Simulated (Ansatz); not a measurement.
# CH$_{6}$NOSi (charge +1): what the fields show

Input

```
crystal:
  periodic: [false, false, false]
  atoms:
    - { symbol: "N", position_ang: [-0.32368, 1.56441, 0.08901] }
    - { symbol: C, position_ang: [-0.81996, 0.4481, 0.43112] }
    - { symbol: Si, position_ang: [0.0838, -1.22156, 0.01774] }
    - { symbol: O, position_ang: [0.2302, -1.71838, 1.54528] }
    - { symbol: H, position_ang: [0.56677, 1.57111, -0.40984] }
    - { symbol: H, position_ang: [-0.75545, 2.46926, 0.27731] }
    - { symbol: H, position_ang: [-1.76777, 0.45826, 0.95906] }
    - { symbol: H, position_ang: [1.33202, -0.81865, -0.60594] }
    - { symbol: H, position_ang: [-0.87069, -1.97619, -0.77386] }
    - { symbol: H, position_ang: [0.62189, -2.53486, 1.84988] }
total_charge: 1
basis:
  gaussian: { orbitals: def2-SVP }
hamiltonian:
  xc: pbe
  dispersion: d4
relax:
  f_tol: 0.015
  max_steps: 40
output:
  orbitals: {}
```

Run with:

```sh
ansatz run input.yaml --threads 1 --pin off --max-ram 2048MiB --backend cpu --events-out ev --progress --plain --runs-dir out
```

The fields are those of the relaxed geometry.

These are results of Ansatz 0.2.0, RKS PBE-D4/def2-SVP, not measurements.

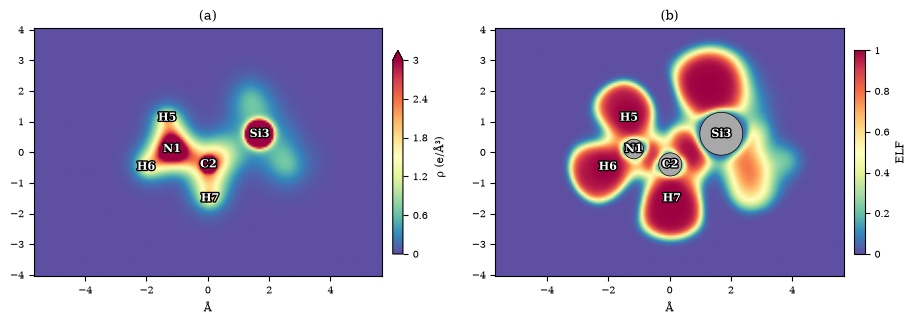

Figure 1. (a) electron density; (b) ELF on the plane of atoms H5, N1 and H6. Grey discs cover the atomic cores in the ELF map.

**What do the fields say about this system?**

- Atoms in the plane: N, C, Si and H.
- C–N (1.29 Å): ρ at the midpoint is about 2.6 e/Å³; the ELF peaks at about 0.90 between the atoms; localised, covalent bonding.
- C–Si (1.94 Å): ρ is about 0.85 e/Å³ halfway; the ELF peaks at about 1 between the atoms, as expected for localised, covalent bonding.
- N–H (1.03 Å): ρ at the midpoint is about 2.8 e/Å³; the ELF climbs to about 1 towards the hydrogen, as it does in any bond to H: a covalent bond by its length.
- C–H (1.11 Å): ρ at the midpoint is about 2 e/Å³; the ELF climbs to about 1 towards the hydrogen: an ordinary covalent bond to hydrogen.

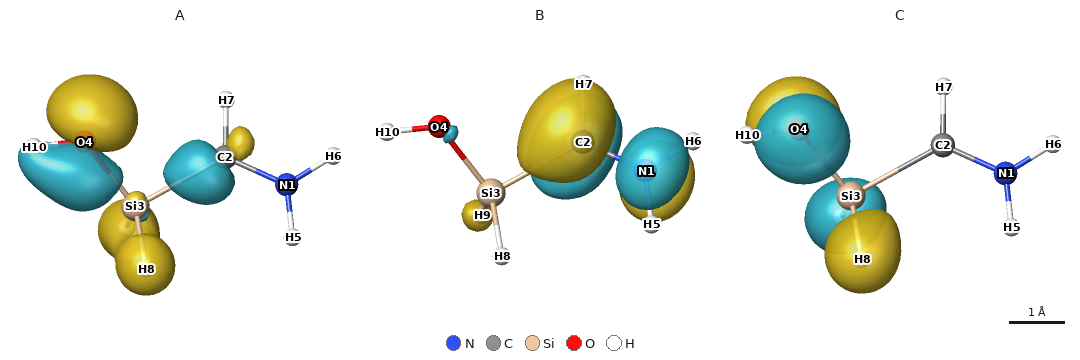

Figure 2. Three frontier orbitals at ±0.15 Å⁻³ᐟ² (yellow and cyan are the two phases), in no order.

**Order the three orbitals by energy and name them.**

A is the HOMO−1 (−12.75 eV). It lies mainly on O4 (about 60 %), Si3 (about 15 %), C2 (about 10 %) and H9 (about 5 %). C is the HOMO (−11.82 eV). Its weight (Hirshfeld) is mainly on O4 (about 60 %), H9 (about 10 %) and H8 (about 10 %). B is the LUMO (−8.89 eV). By Hirshfeld shares it lies mainly on C2 (about 50 %) and N1 (about 30 %); π-antibonding (π*) across C2–N1.

**What is the HOMO–LUMO gap?**

2.93 eV between the orbital energies.

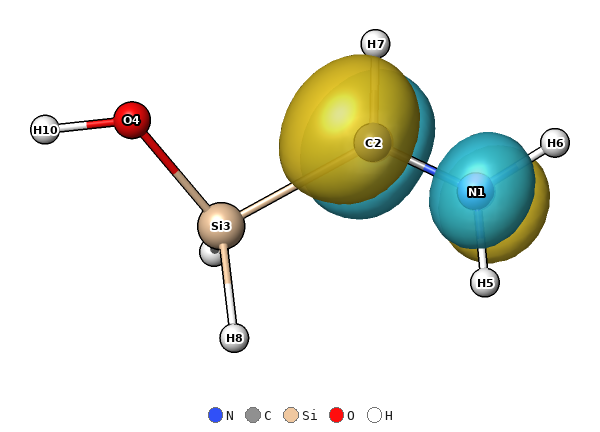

Figure 3. The LUMO at ±0.2 Å⁻³ᐟ² (yellow and cyan are the two phases), seen across its widest extent.

**What is the character of this orbital?**

It lies mainly on C2 (about 50 %) and N1 (about 30 %); π-antibonding (π*) across C2–N1. Its energy is −8.89 eV.
